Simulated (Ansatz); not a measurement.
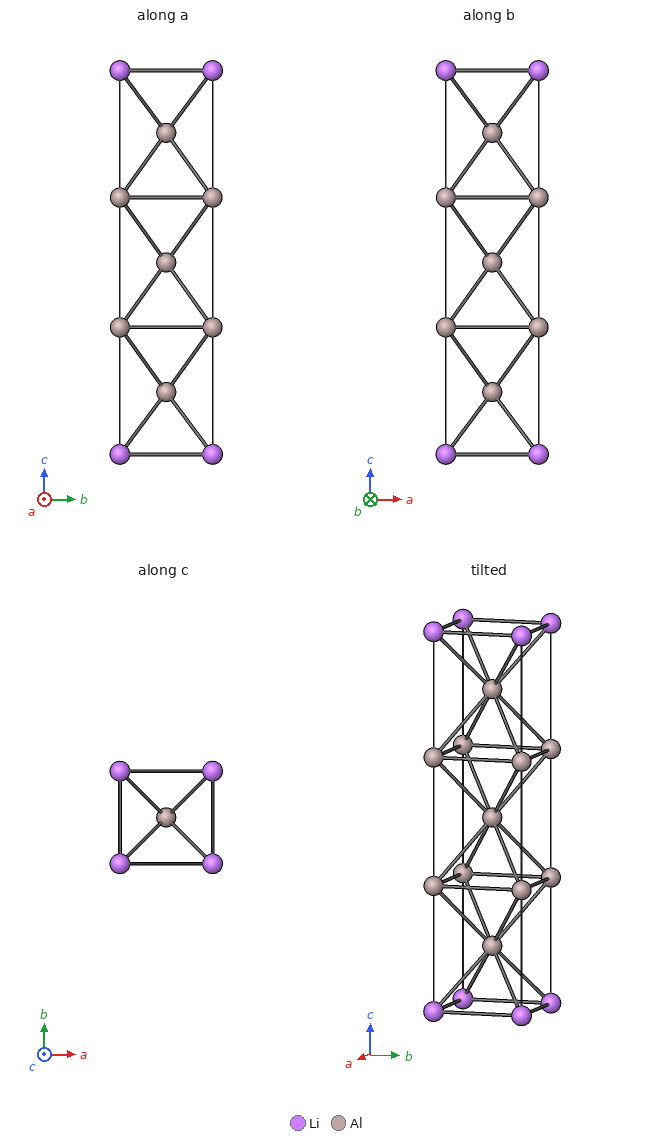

The figure gives a ball-and-stick picture of the atoms, viewed along the a axis, along the b axis, along the c axis and slightly off an axis. The edges of the conventional unit cell are marked.

Lattice parameters: a = 2.7682 Å, b = 2.7682 Å, c = 11.4641 Å, α = 90.000°, β = 90.000°, γ = 90.000°.

> Put the structure into a CIF in P1 with every atom of the cell, with free fractional coordinates to two decimals.

```cif
data_structure
_symmetry_space_group_name_H-M 'P 1'
_symmetry_Int_Tables_number 1
_cell_length_a 2.7682
_cell_length_b 2.7682
_cell_length_c 11.4641
_cell_angle_alpha 90.000
_cell_angle_beta 90.000
_cell_angle_gamma 90.000
_cell_volume 87.85
loop_
_atom_site_label
_atom_site_type_symbol
_atom_site_fract_x
_atom_site_fract_y
_atom_site_fract_z
_atom_site_occupancy
Li1 Li 0.00 0.00 0.00 1
Al1 Al 0.50 0.50 0.84 1
Al2 Al 0.00 0.00 0.67 1
Al3 Al 0.50 0.50 0.50 1
Al4 Al 0.00 0.00 0.33 1
Al5 Al 0.50 0.50 0.16 1
```

It goes back to a structure type filled with these elements by a generator (whether the compound takes this form wasn't checked). It was relaxed at fixed volume with DFT PBE, scalar-relativistic, plane waves, PAW (Ansatz 0.2.0).

At this level of theory the cell isn't at rest (compressed, at 10 GPa), so its distances can differ from those at equilibrium, the more so the softer the solid.
